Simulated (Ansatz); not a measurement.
# AlH3OS: search for a transition state, part 2 of 2

Ansatz 0.2.0, Gaussian basis; PBE0-D4. Earlier steps stand in the parts before.

## 6. Checking the order of the point

The input, vib/in.yaml:

```yaml
crystal:
  periodic: [false, false, false]
  atoms:
    - {symbol: Al, position_ang: [-0.387051, 0.234875, 0.892246]}
    - {symbol: S, position_ang: [1.185581, 0.288741, -1.060192]}
    - {symbol: H, position_ang: [0.929982, 1.205482, 0.449528]}
    - {symbol: O, position_ang: [-1.847520, -0.484640, 0.421120]}
    - {symbol: H, position_ang: [2.095753, -0.319481, -0.282728]}
    - {symbol: H, position_ang: [-1.976746, -0.924877, -0.419974]}
basis:
  gaussian: {orbitals: def2-TZVP}
hamiltonian: {xc: pbe0, dispersion: d4}
phonons: {temperatures: {t_min: 298.15, t_max: 900, t_step: 200}}
```

Started as:

```
ansatz run in.yaml --threads 2 --pin off --events-out ev --progress --plain --max-ram 4352MiB
```

What it wrote, cut to the lines that bear on the results:

```text
Functional definition: PBE0
  name "PBE0"
  cite "Adamo & Barone, J. Chem. Phys. 110, 6158 (1999) doi:10.1063/1.478522"
  cite "Perdew, Burke & Ernzerhof, Phys. Rev. Lett. 77, 3865 (1996) doi:10.1103/PhysRevLett.77.3865"
  parent pbe
[...]
833 factors; their error is unknown
[...]
mean field -19520.37751331 eV, -717.3606422272 hartree, gradient 2.9e-5 eV, S^2 0.000000; 0 other end points of the search recorded, 0 dependent functions left out
[...]
reference -19520.37753951 eV, -717.3606431898 hartree; 20, 20 occupied and 103, 103 virtual orbitals, 833 factors
[... from here to the last solve, the lines of the solves are left out (35 solves) ...]
833 factors; their error is unknown
mean field -19520.37736026 eV, -717.3606366027 hartree, gradient 7.3e-7 eV, S^2 0.000000; 0 other end points of the search recorded, 0 dependent functions left out
[...]
reference -19520.37738647 eV, -717.3606375656 hartree; 20, 20 occupied and 103, 103 virtual orbitals, 833 factors
WARN: phonons: modes at or below zero, which the zero-point energy, F, S and C_V leave out: 1, the lowest at -1073.46 cm⁻¹. A minimum has none, and a first-order saddle one
Total energy: -19520.46322946 eV, -717.3637922375 hartree
Atom 0 at    -0.387051     0.234875     0.892246 Å, force    -0.004765     0.000908     0.001647 eV/Å
Atom 1 at     1.185581     0.288741    -1.060192 Å, force    -0.000751    -0.001046    -0.004262 eV/Å
Atom 2 at     0.929982     1.205482     0.449528 Å, force    -0.000497    -0.000029     0.003284 eV/Å
Atom 3 at    -1.847520    -0.484640     0.421120 Å, force     0.001216    -0.002523    -0.008560 eV/Å
Atom 4 at     2.095753    -0.319481    -0.282728 Å, force     0.003899    -0.000571    -0.000546 eV/Å
Atom 5 at    -1.976746    -0.924877    -0.419974 Å, force     0.000898     0.003261     0.008438 eV/Å
Dipole moment:     0.068594    -0.177989     0.000459 e Å
Vibrations: -1073.46 124.80 160.30 327.59 355.40 514.12 605.18 846.53 857.24 1522.06 2714.40 3920.41 cm⁻¹, zero-point energy 0.740684 eV
```

It took 36 s on 2 threads of Intel Xeon Platinum 8375C at 2.90GHz, shared host.

Wavenumbers and character of the modes:

```csv
mode,wavenumber (cm⁻¹),character
1,1073i,"changes S2–H3, Al1–H3"
2,125,bend with torsion
3,160,torsion with bend
4,328,Al–S stretch
5,355,torsion
6,514,bend
7,605,bend
8,847,Al–O stretch
9,857,torsion
10,1522,Al–H stretch
11,2714,S–H stretch
12,3920,O–H stretch
```

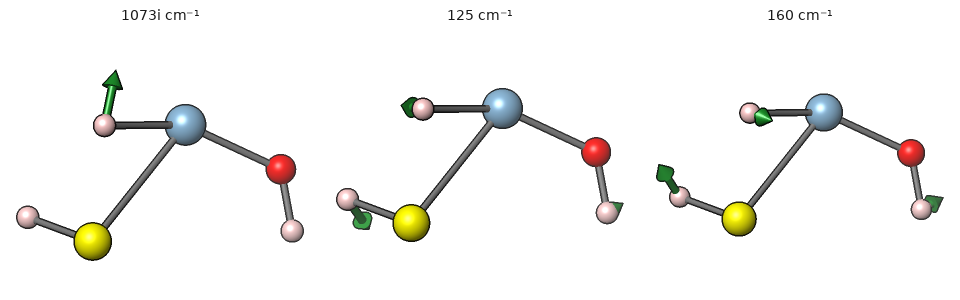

How the atoms move in 3 of the modes.

Vibrational sums (real modes only):

```csv
T (K),entropy (J/mol/K),heat capacity (J/mol/K)
298,39.3,43.7
498,65.5,57.7
698,86.3,65.3
898,103.4,70.5
```

## 7. Relaxing after a step of 0.30 Å one way along the mode

The input, downa/in.yaml:

```yaml
crystal:
  periodic: [false, false, false]
  atoms:
    - {symbol: Al, position_ang: [-0.500424, 0.232909, 1.108798]}
    - {symbol: S, position_ang: [1.238380, 0.444106, -0.960892]}
    - {symbol: H, position_ang: [0.991424, 1.089932, 0.179578]}
    - {symbol: O, position_ang: [-1.852995, -0.497034, 0.393951]}
    - {symbol: H, position_ang: [2.108857, -0.339545, -0.283230]}
    - {symbol: H, position_ang: [-1.985241, -0.930268, -0.438205]}
basis:
  gaussian: {orbitals: def2-TZVP}
hamiltonian: {xc: pbe0, dispersion: d4}
relax: {f_tol: 0.005, max_steps: 200}
```

Started as:

```
ansatz run in.yaml --threads 2 --pin off --events-out ev --progress --plain --max-ram 4352MiB
```

What it wrote, cut to the lines that bear on the results:

```text
[... 5 set-up lines as earlier in the session ...]
[...]
833 factors; their error is unknown
[...]
mean field -19520.88579340 eV, -717.3793211758 hartree, gradient 1.9e-5 eV, S^2 0.000000; 0 other end points of the search recorded, 0 dependent functions left out
[...]
reference -19520.88581960 eV, -717.3793221385 hartree; 20, 20 occupied and 103, 103 virtual orbitals, 833 factors
relax step   1: F+E_penalty+E_count = -19520.98044003 eV  Δ(F+E_penalty+E_count) = +0.000e0 eV  max|allowed force component| = 1.388e0 eV/Å  Δτ_max = 0.0000 Å  (26 SCF iters, accepted)
[...]
833 factors; their error is unknown
mean field -19521.44842981 eV, -717.3999976826 hartree, gradient 1.4e-5 eV, S^2 0.000000; 1 other end points of the search recorded, 0 dependent functions left out
[...]
reference -19521.44845797 eV, -717.3999987173 hartree; 20, 20 occupied and 103, 103 virtual orbitals, 833 factors
Total energy: -19521.54610162 eV, -717.4035870552 hartree
Atom 0 at    -0.945186    -0.028557     1.538565 Å, force    -0.000192    -0.000025     0.000065 eV/Å
Atom 1 at     1.307762     0.440389    -0.957547 Å, force    -0.000013    -0.000065    -0.000180 eV/Å
Atom 2 at     1.689394     1.536329    -0.283904 Å, force     0.000089     0.000104     0.000021 eV/Å
Atom 3 at    -2.039233    -0.719406     0.438805 Å, force     0.000051    -0.000149    -0.000194 eV/Å
Atom 4 at     2.121268    -0.349240    -0.239466 Å, force     0.000071    -0.000012     0.000042 eV/Å
Atom 5 at    -2.134003    -0.879415    -0.496452 Å, force    -0.000005     0.000147     0.000246 eV/Å
Dipole moment:     0.364138     0.073969    -0.261146 e Å
```

It took 30 s on 2 threads of Intel Xeon Platinum 8375C at 2.90GHz, shared host.

Along the way: (the energy doesn't fall at every step)

```csv
step,energy from step 1 (eV),largest force component (eV/Å)
1,0.0000,1.3880
2,-0.3370,0.6237
3,-0.4662,0.4597
4,-0.5039,0.8071
5,-0.5262,0.5518
6,-0.5502,0.0713
7,-0.5415,0.7197
8,-0.5589,0.1832
9,-0.5635,0.0510
10,-0.5640,0.2091
11,-0.5635,0.3197
12,-0.5652,0.0721
13,-0.5653,0.0864
14,-0.5656,0.0069
15,-0.5656,0.0039
16,-0.5656,0.0094
17,-0.5656,0.0095
18,-0.5656,0.0002
```

Close pairs (by a distance rule), those that changed most:

```csv
bond,before (Å),after (Å),change (Å)
Al1–H3,1.955,3.565,+1.610
Al1–S2,2.711,3.395,+0.684
S2–H5,1.353,1.342,-0.011
S2–H3,1.334,1.342,+0.008
O4–H6,0.947,0.954,+0.006
Al1–O4,1.695,1.698,+0.003
```

## 8. Relaxing after a step of 0.30 Å the other way along the mode

The input, downb/in.yaml:

```yaml
crystal:
  periodic: [false, false, false]
  atoms:
    - {symbol: Al, position_ang: [-0.273677, 0.236841, 0.675695]}
    - {symbol: S, position_ang: [1.132783, 0.133376, -1.159492]}
    - {symbol: H, position_ang: [0.868541, 1.321032, 0.719478]}
    - {symbol: O, position_ang: [-1.842045, -0.472245, 0.448289]}
    - {symbol: H, position_ang: [2.082649, -0.299418, -0.282226]}
    - {symbol: H, position_ang: [-1.968251, -0.919486, -0.401744]}
basis:
  gaussian: {orbitals: def2-TZVP}
hamiltonian: {xc: pbe0, dispersion: d4}
relax: {f_tol: 0.005, max_steps: 200}
```

Started as:

```
ansatz run in.yaml --threads 2 --pin off --events-out ev --progress --plain --max-ram 4352MiB
```

What it wrote, cut to the lines that bear on the results:

```text
[... 5 set-up lines as earlier in the session ...]
[...]
833 factors; their error is unknown
[...]
mean field -19521.17816202 eV, -717.3900655245 hartree, gradient 3.7e-5 eV, S^2 0.000000; 0 other end points of the search recorded, 0 dependent functions left out
[...]
reference -19521.17818872 eV, -717.3900665055 hartree; 20, 20 occupied and 103, 103 virtual orbitals, 833 factors
relax step   1: F+E_penalty+E_count = -19521.26329955 eV  Δ(F+E_penalty+E_count) = +0.000e0 eV  max|allowed force component| = 2.041e0 eV/Å  Δτ_max = 0.0000 Å  (27 SCF iters, accepted)
[...]
833 factors; their error is unknown
[...]
mean field -19523.19432066 eV, -717.4641579879 hartree, gradient 1.7e-5 eV, S^2 0.000000; 1 other end points of the search recorded, 0 dependent functions left out
[...]
reference -19523.19434882 eV, -717.4641590226 hartree; 20, 20 occupied and 103, 103 virtual orbitals, 833 factors
Total energy: -19523.27837358 eV, -717.4672468756 hartree
Atom 0 at    -0.094319     0.247751     0.343411 Å, force    -0.000500    -0.000094    -0.000092 eV/Å
Atom 1 at     1.233199    -0.576999    -1.182416 Å, force    -0.000249    -0.000400    -0.000231 eV/Å
Atom 2 at     0.413776     1.269817     1.422537 Å, force     0.000186     0.000224     0.000260 eV/Å
Atom 3 at    -1.716268    -0.221291     0.371611 Å, force     0.000372    -0.000153    -0.000131 eV/Å
Atom 4 at     2.288109     0.115292    -0.718725 Å, force     0.000167     0.000272     0.000171 eV/Å
Atom 5 at    -2.124496    -0.834470    -0.236419 Å, force     0.000024     0.000152     0.000023 eV/Å
Dipole moment:     0.039919    -0.031451    -0.053913 e Å
```

Wall time 24 s (2 threads of Intel Xeon Platinum 8375C at 2.90GHz, shared host).

Relaxation path:

```csv
step,energy from step 1 (eV),largest force component (eV/Å)
1,0.0000,2.0415
2,-0.7744,1.8681
3,-1.3536,1.0960
4,-1.7175,0.7417
5,-1.9314,0.4887
6,-1.9965,0.2505
7,-2.0115,0.1636
8,-2.0135,0.0990
9,-2.0149,0.0299
10,-2.0150,0.0174
11,-2.0150,0.0005
```

Distances of close pairs at the start and the end, largest changes first:

```csv
bond,before (Å),after (Å),change (Å)
Al1–S2,2.314,2.184,-0.130
Al1–O4,1.736,1.689,-0.048
S2–H5,1.364,1.344,-0.019
O4–H6,0.969,0.955,-0.014
Al1–H3,1.575,1.571,-0.005
```

## 9. What the saddle joins

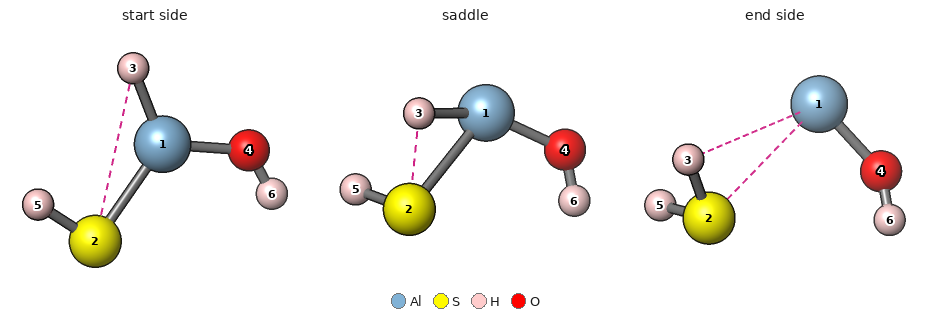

The minimum on the start side, the saddle and the minimum on the end side; broken lines mark the pairs that change.

```csv
pair,start side (Å),saddle (Å),end side (Å)
S2–H3,3.297,1.785,1.342
Al1–S2,2.184,2.508,3.395
Al1–H3,1.571,1.695,3.565
```

## 10. Results

This closing draws on all 2 parts.

| quantity | value |
| --- | --- |
| imaginary mode | 1073i cm⁻¹ |
| barrier from the start side | 271.6 kJ/mol |
| barrier from the end side | 104.5 kJ/mol |
| energy of the step | +167.1 kJ/mol |
| pairs that change | S2–H3 formed, Al1–S2 broken, Al1–H3 broken |
| zero-point energy at the saddle | 0.741 eV |

In words: One imaginary mode, 1073i cm⁻¹, makes this a first-order saddle. Going downhill both ways gives the intended start and end. At PBE0-D4/def2-TZVP the electronic barrier is 271.6 kJ/mol, about 110 kT at 298 K, and the step runs 167.1 kJ/mol uphill. The barrier is thin enough for tunnelling; the leading (Wigner) term alone is a factor of 2.1 at 298 K.
